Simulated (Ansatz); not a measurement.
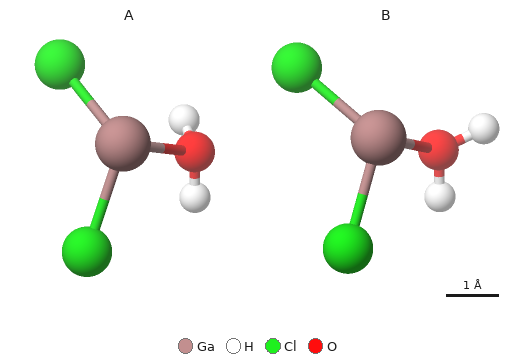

Two geometries of GaH₂OCl₂ (multiplicity 2), drawn at one scale. One is the start of a relaxation, the other its converged end. A ball-and-stick model, seen from a free direction.

These are results of UHF/def2-SVP in Ansatz 0.2.0, not measurements. (collinear spin; force threshold 0.03 eV/Å; at most 50 steps)

Question: Which one is relaxed?

Answer: Structure A is the relaxed one. The run prepares an end point of a later path (reaction) calculation, from a guessed geometry. An H atom moves most after the best rigid fit: 0.90 Å. By element the largest moves are H 0.90 Å, Cl 0.43 Å, O 0.38 Å, Ga 0.19 Å. Some distances before and after: Ga–O 2.146 → 2.167 Å, Cl–Ga 2.191 → 2.209 Å, H–O 0.969 → 0.951 Å. Bond angles that change, for instance: Ga–O–H 121.2° → 112.2°, Cl–Ga–O 100.5° → 92.2°, H–O–H 109.9° → 107.8°. After 13 accepted moves (17 points after the start) the energy has fallen by 0.119 eV. Largest force component: 0.83 eV/Å at the start, 0.013 eV/Å at the end. The line search rejected the trial steps at points 4, 7, 12, 16 of the run. The forces were under the threshold at step 15, but the run went on from there. Cost: 28 s on 2 threads of Intel(R) Xeon(R) Platinum 8375C CPU @ 2.90GHz (Ice Lake), on a shared host, peak memory 0.26 GiB.

Limits of the set-up: Hartree-Fock leaves out electron correlation.
